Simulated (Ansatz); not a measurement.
**GaH8NOSi: two geometries relaxed**

Are the two ends of the reaction (exchange4) separate minima, and which lies lower? Each is relaxed from a guess. Meant to form: Ga1–O6, H5–N2; to break: Ga1–N2, H5–O6. The start is a guess near the saddle point, from which both ends are pulled out.

Program: Ansatz 0.2.0. Level of theory: RKS PBE/def2-SVP. These are calculated values, not measurements.

## Step 1: The system as given

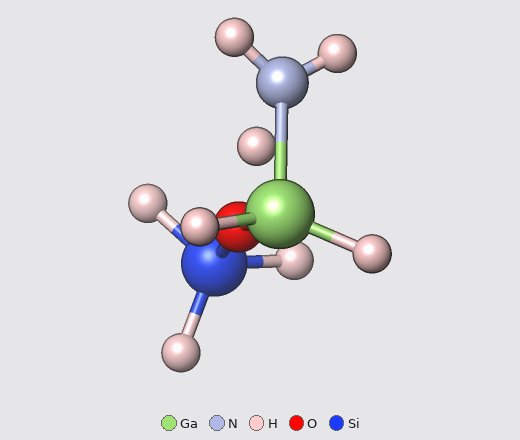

Start, viewed from a free direction; gallium green, nitrogen light blue, hydrogen pink, oxygen red, silicon blue.

Coordinates:

```xyz
12

Ga    1.6324   -0.7617    0.5305
N     1.3805    0.8887   -0.9797
H     1.8725   -2.1427   -0.1230
H     2.1791   -0.2752    1.8937
H     0.2011    0.5229   -0.4583
O    -0.4827   -0.2063    0.3430
Si   -2.0994   -0.1771    0.3888
H     1.3802    0.7497   -1.9830
H     1.5574    1.8661   -0.7820
H    -2.4802    1.2397    0.4472
H    -2.5483   -0.9109    1.5707
H    -2.5927   -0.7931   -0.8479
```

## Step 2: Pulling towards end A

Springs on the bonds that form and break draw the guess towards this end; the thresholds are loose.

Contents of input.yaml:

```yaml
crystal:
  periodic: [false, false, false]
  atoms:
    - { symbol: Ga, position_ang: [1.6324, -0.7617, 0.5305] }
    - { symbol: "N", position_ang: [1.3805, 0.8887, -0.9797] }
    - { symbol: H, position_ang: [1.8725, -2.1427, -0.123] }
    - { symbol: H, position_ang: [2.1791, -0.2752, 1.8937] }
    - { symbol: H, position_ang: [0.2011, 0.5229, -0.4583] }
    - { symbol: O, position_ang: [-0.4827, -0.2063, 0.343] }
    - { symbol: Si, position_ang: [-2.0994, -0.1771, 0.3888] }
    - { symbol: H, position_ang: [1.3802, 0.7497, -1.983] }
    - { symbol: H, position_ang: [1.5574, 1.8661, -0.782] }
    - { symbol: H, position_ang: [-2.4802, 1.2397, 0.4472] }
    - { symbol: H, position_ang: [-2.5483, -0.9109, 1.5707] }
    - { symbol: H, position_ang: [-2.5927, -0.7931, -0.8479] }
basis:
  gaussian: { orbitals: def2-SVP }
hamiltonian:
  xc: pbe
relax:
  f_tol: 0.15
  max_steps: 25
  restrain:
    - { distance: [0, 5], at: 3.18, k: 30.0 }
    - { distance: [4, 1], at: 2.32, k: 30.0 }
    - { distance: [0, 1], at: 1.93, k: 30.0 }
    - { distance: [4, 5], at: 0.97, k: 30.0 }
```

Run with:

```bash
$ ansatz run input.yaml --threads 2 --pin off --max-ram 3072MiB --backend cpu --events-out ev --progress --plain --runs-dir out
```

Output, shortened:

```text
Warning: RAYON_NUM_THREADS=2 ignored (pool sized by the plan → 2); use --threads N
[...]
Functional definition: PBE
[...]
1330 factors; their error is unknown
[...]
mean field -63895.36113009 eV, -2348.1112116994 hartree, gradient 1.5e-5 eV, S^2 0.000000; 0 other end points of the search recorded, 0 dependent functions left out
[...]
reference -63895.36117828 eV, -2348.1112134704 hartree; 34, 34 occupied and 84, 84 virtual orbitals, 1330 factors
relax step   1: F+E_penalty+E_count = -63895.36113009 eV  Δ(F+E_penalty+E_count) = +0.000e0 eV  max|allowed force component| = 3.374e0 eV/Å  E_restraint = 31.95300584 eV  max|allowed force component, restraints' pulls added| = 2.995e1 eV/Å  Δτ_max = 0.0000 Å  (29 SCF iters, accepted)
[...]
relax step   3: F+E_penalty+E_count = -63894.35614383 eV  Δ(F+E_penalty+E_count) = +3.614e-1 eV  max|allowed force component| = 6.425e0 eV/Å  E_restraint = 4.74949063 eV  max|allowed force component, restraints' pulls added| = 1.069e1 eV/Å  Δτ_max = 0.1952 Å  (33 SCF iters, accepted)
[...]
relax step   5: F+E_penalty+E_count = -63894.91554271 eV  Δ(F+E_penalty+E_count) = -6.429e-1 eV  max|allowed force component| = 2.609e0 eV/Å  E_restraint = 0.05790734 eV  max|allowed force component, restraints' pulls added| = 1.039e0 eV/Å  Δτ_max = 0.1949 Å  (30 SCF iters, accepted)
[...]
  distance Ga 0 - O 5 = 3.1750 Å
  distance H 4 - N 1 = 2.3112 Å
  distance Ga 0 - N 1 = 1.9015 Å
  distance H 4 - O 5 = 0.9778 Å
1330 factors; their error is unknown
[...]
mean field -63895.49560739 eV, -2348.1161536492 hartree, gradient 2.2e-5 eV, S^2 0.000000; 1 other end points of the search recorded, 0 dependent functions left out
[...]
reference -63895.49565797 eV, -2348.1161555080 hartree; 34, 34 occupied and 84, 84 virtual orbitals, 1330 factors
Total energy: -63895.49565797 eV, -2348.1161555080 hartree
Atom 0 at     2.279982    -0.627422     0.272567 Å, force    -0.355586     0.640704    -0.542236 eV/Å
Atom 1 at     1.801084     0.750557    -0.947002 Å, force    -0.032002    -0.604462     0.693195 eV/Å
Atom 2 at     2.267223    -2.075546    -0.329748 Å, force    -0.005018    -0.009669    -0.013674 eV/Å
Atom 3 at     2.631887    -0.147279     1.722311 Å, force     0.008714     0.016019     0.008462 eV/Å
Atom 4 at    -0.326910     0.425927    -0.105672 Å, force     0.338282     0.155697    -0.272558 eV/Å
Atom 5 at    -0.834683    -0.081765     0.557968 Å, force     0.032486    -0.150355     0.157837 eV/Å
Atom 6 at    -2.507458    -0.125650     0.399961 Å, force     0.009086    -0.005728     0.005307 eV/Å
Atom 7 at     1.782481     0.592983    -1.957491 Å, force     0.000599    -0.011360    -0.016777 eV/Å
Atom 8 at     1.981119     1.736255    -0.734472 Å, force     0.019697    -0.037716    -0.014434 eV/Å
Atom 9 at    -3.106613     1.258660     0.425866 Å, force    -0.015181     0.002348     0.004439 eV/Å
Atom 10 at    -3.013275    -0.911921     1.572085 Å, force    -0.004542     0.005934    -0.004809 eV/Å
Atom 11 at    -2.954937    -0.794700    -0.876373 Å, force     0.003467    -0.001411    -0.004752 eV/Å
Dipole moment:     0.177113     0.275752    -0.347787 e Å
```

Wall time 42 s (2 threads of Arm Neoverse N1, shared host); peak memory 0.16 GiB.

Step by step:

| step | energy from step 1 (eV) | largest force component (eV/Å) |
| --- | --- | --- |
| 1 | 0.0000 | 3.3745 |
| 2 | 0.6436 | 6.3743 |
| 3 | 1.0050 | 6.4253 |
| 4 | 1.0884 | 4.9945 |
| 5 | 0.4456 | 2.6089 |
| 6 | 0.0342 | 0.9318 |
| 7 | -0.0889 | 0.5942 |
| 8x | -0.0778 | 0.9223 |
| 9 | -0.1345 | 0.6932 |

Step 1 is the start. 1 step was tried and not accepted (marked x). Energies and forces in the table leave out the springs, which the log lists apart; the run stops on the force with the springs' pull added.

After: Bond lengths: Ga1–N2 1.901 Å, Ga1–H3 1.568 Å, Ga1–H4 1.567 Å, H5–O6 0.978 Å, O6–Si7 1.681 Å, N2–H8 1.023 Å, N2–H9 1.024 Å, Si7–H10 1.509 Å, Si7–H11 1.499 Å, Si7–H12 1.509 Å. Angles: Ga1–N2–H8 121.8°, Ga1–N2–H9 121.3°, H8–N2–H9 110.9°, N2–Ga1–H3 114.9°, N2–Ga1–H4 115.3°, H3–Ga1–H4 129.8°, H5–O6–Si7 117.8°, O6–Si7–H10 111.7°, O6–Si7–H11 106.0°, O6–Si7–H12 112.7°, H10–Si7–H11 109.5°, H10–Si7–H12 107.7°, H11–Si7–H12 109.2°.

Pairs that crossed the distance rule for bonds on the way: came closer H5–O6; moved apart Ga1–O6.

## Step 3: End point A

It starts where the restrained run ended.

Contents of input.yaml:

```yaml
crystal:
  periodic: [false, false, false]
  atoms:
    - { symbol: Ga, position_ang: [2.279982, -0.627422, 0.272567] }
    - { symbol: "N", position_ang: [1.801084, 0.750557, -0.947002] }
    - { symbol: H, position_ang: [2.267223, -2.075546, -0.329748] }
    - { symbol: H, position_ang: [2.631887, -0.147279, 1.722311] }
    - { symbol: H, position_ang: [-0.32691, 0.425927, -0.105672] }
    - { symbol: O, position_ang: [-0.834683, -0.081765, 0.557968] }
    - { symbol: Si, position_ang: [-2.507458, -0.12565, 0.399961] }
    - { symbol: H, position_ang: [1.782481, 0.592983, -1.957491] }
    - { symbol: H, position_ang: [1.981119, 1.736255, -0.734472] }
    - { symbol: H, position_ang: [-3.106613, 1.25866, 0.425866] }
    - { symbol: H, position_ang: [-3.013275, -0.911921, 1.572085] }
    - { symbol: H, position_ang: [-2.954937, -0.7947, -0.876373] }
basis:
  gaussian: { orbitals: def2-SVP }
hamiltonian:
  xc: pbe
relax:
  f_tol: 0.03
  max_steps: 50
```

Run with:

```bash
$ ansatz run input.yaml --threads 2 --pin off --max-ram 3072MiB --backend cpu --events-out ev --progress --plain --runs-dir out
```

Output, shortened:

```text
Warning: RAYON_NUM_THREADS=2 ignored (pool sized by the plan → 2); use --threads N
[...]
[... 1 set-up line as earlier in the session ...]
[...]
1330 factors; their error is unknown
[...]
mean field -63895.49560994 eV, -2348.1161537430 hartree, gradient 1.6e-5 eV, S^2 0.000000; 0 other end points of the search recorded, 0 dependent functions left out
[...]
reference -63895.49566052 eV, -2348.1161556014 hartree; 34, 34 occupied and 84, 84 virtual orbitals, 1330 factors
relax step   1: F+E_penalty+E_count = -63895.49560994 eV  Δ(F+E_penalty+E_count) = +0.000e0 eV  max|allowed force component| = 6.932e-1 eV/Å  Δτ_max = 0.0000 Å  (29 SCF iters, accepted)
[...]
relax step   5: F+E_penalty+E_count = -63895.83819978 eV  Δ(F+E_penalty+E_count) = -3.452e-2 eV  max|allowed force component| = 7.889e-1 eV/Å  Δτ_max = 0.1705 Å  (30 SCF iters, accepted)
[...]
relax step   9: F+E_penalty+E_count = -63896.08081377 eV  Δ(F+E_penalty+E_count) = -1.205e-1 eV  max|allowed force component| = 1.447e0 eV/Å  Δτ_max = 0.1504 Å  (29 SCF iters, accepted)
[...]
relax step  13: F+E_penalty+E_count = -63896.57332031 eV  Δ(F+E_penalty+E_count) = -8.239e-2 eV  max|allowed force component| = 7.176e-1 eV/Å  Δτ_max = 0.1549 Å  (28 SCF iters, accepted)
[...]
relax step  16: F+E_penalty+E_count = -63896.61292748 eV  Δ(F+E_penalty+E_count) = -8.125e-4 eV  max|allowed force component| = 2.640e-1 eV/Å  Δτ_max = 0.2000 Å  (28 SCF iters, accepted)
[...]
relax step  17: F+E_penalty+E_count = -63896.61952411 eV  Δ(F+E_penalty+E_count) = -6.597e-3 eV  max|allowed force component| = 6.510e-2 eV/Å  Δτ_max = 0.1166 Å  (29 SCF iters, accepted)
```

## Step 4: More of the same log: end point A relaxed

Output, continued, shortened:

```text
[...]
1330 factors; their error is unknown
mean field -63896.62112887 eV, -2348.1575158007 hartree, gradient 2.0e-5 eV, S^2 0.000000; 0 other end points of the search recorded, 0 dependent functions left out
[...]
reference -63896.62117561 eV, -2348.1575175184 hartree; 34, 34 occupied and 84, 84 virtual orbitals, 1330 factors
relax step  18: F+E_penalty+E_count = -63896.62112887 eV  Δ(F+E_penalty+E_count) = -1.605e-3 eV  max|allowed force component| = 3.363e-2 eV/Å  Δτ_max = 0.0403 Å  (27 SCF iters, accepted)
[...]
relax step  20: F+E_penalty+E_count = -63896.62266368 eV  Δ(F+E_penalty+E_count) = -6.621e-4 eV  max|allowed force component| = 4.691e-2 eV/Å  Δτ_max = 0.0970 Å  (28 SCF iters, accepted)
[...]
Atom 2 at     1.256952    -1.928344    -0.665630 Å, force    -0.001703     0.004129     0.003237 eV/Å
Atom 3 at     1.827842    -0.440100     1.665134 Å, force    -0.003402    -0.001911    -0.001770 eV/Å
Atom 4 at     0.774163     1.450437    -0.967065 Å, force     0.001992     0.000851    -0.001155 eV/Å
Atom 5 at    -0.633073     0.071602     0.240568 Å, force    -0.022171    -0.002847     0.002754 eV/Å
Atom 6 at    -2.194987    -0.362123     0.585035 Å, force    -0.005455    -0.014431     0.005977 eV/Å
Atom 7 at     2.013637     0.760025    -1.855326 Å, force    -0.005312     0.004469     0.013354 eV/Å
Atom 8 at     2.364479     1.627510    -0.473595 Å, force    -0.009845    -0.008983    -0.006495 eV/Å
Atom 9 at    -3.117889     0.773712     0.210712 Å, force     0.010857    -0.014526     0.006017 eV/Å
Atom 10 at    -2.411353    -0.661776     2.053843 Å, force     0.006989     0.010251    -0.029567 eV/Å
Atom 11 at    -2.645316    -1.586380    -0.185990 Å, force     0.009310     0.023110     0.013306 eV/Å
Dipole moment:     0.715959     0.647113    -0.574605 e Å
```

Run time: 2 min. Hardware: 2 threads of Arm Neoverse N1, shared host; peak memory 0.16 GiB.

The steps of the relaxation:

| step | energy from step 1 (eV) | largest force component (eV/Å) |
| --- | --- | --- |
| 1 | 0.0000 | 0.6932 |
| 2 | -0.1441 | 0.4771 |
| 3 | -0.2187 | 0.8528 |
| 4 | -0.3081 | 0.9235 |
| 5 | -0.3426 | 0.7889 |
| 6 | -0.3674 | 0.3771 |
| 7 | -0.4035 | 0.8740 |
| 8 | -0.4647 | 1.0297 |
| 9 | -0.5852 | 1.4469 |
| 10 | -0.7630 | 1.7159 |
| 11 | -0.9605 | 1.2850 |
| 12 | -0.9953 | 1.2157 |
| 13 | -1.0777 | 0.7176 |
| 14 | -1.0938 | 0.3218 |
| 15 | -1.1165 | 0.3991 |
| 16 | -1.1173 | 0.2640 |
| 17 | -1.1239 | 0.0651 |
| 18 | -1.1255 | 0.0336 |
| 19 | -1.1264 | 0.0101 |
| 20 | -1.1271 | 0.0469 |
| 21 | -1.1275 | 0.0359 |
| 22 | -1.1284 | 0.0379 |
| 23 | -1.1287 | 0.0755 |
| 24 | -1.1291 | 0.0451 |
| 25 | -1.1294 | 0.0113 |
| 26 | -1.1297 | 0.0100 |
| 27x | -1.1288 | 0.1307 |
| 28 | -1.1299 | 0.0296 |

Step 1 is the start. 1 step was tried and not accepted (marked x).

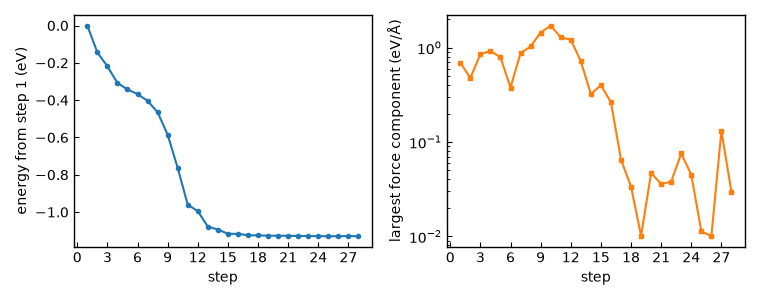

Energy and largest force along the relaxation.

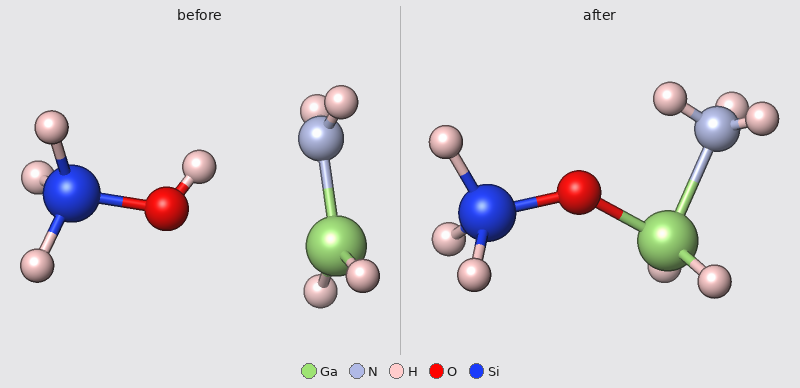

The structure before (left) and after (right), drawn at the same scale.

After: Bond lengths: Ga1–N2 2.141 Å, Ga1–H3 1.584 Å, Ga1–H4 1.582 Å, N2–H5 1.034 Å, Ga1–O6 1.867 Å, O6–Si7 1.657 Å, N2–H8 1.029 Å, N2–H9 1.029 Å, Si7–H10 1.511 Å, Si7–H11 1.515 Å, Si7–H12 1.515 Å. Angles (14 of 19 angles, heavy atoms first): N2–Ga1–O6 86.2°, Ga1–O6–Si7 138.6°, Ga1–N2–H5 97.6°, Ga1–N2–H8 116.3°, Ga1–N2–H9 116.4°, N2–Ga1–H3 103.7°, N2–Ga1–H4 103.2°, H3–Ga1–O6 113.9°, H4–Ga1–O6 113.5°, O6–Si7–H10 109.1°, O6–Si7–H11 112.8°, O6–Si7–H12 112.7°, H5–N2–H8 108.5°, H5–N2–H9 108.6°.

Pairs that crossed the distance rule for bonds on the way: came closer Ga1–O6, N2–H5; moved apart H5–O6.

[end of part 1 of 2]
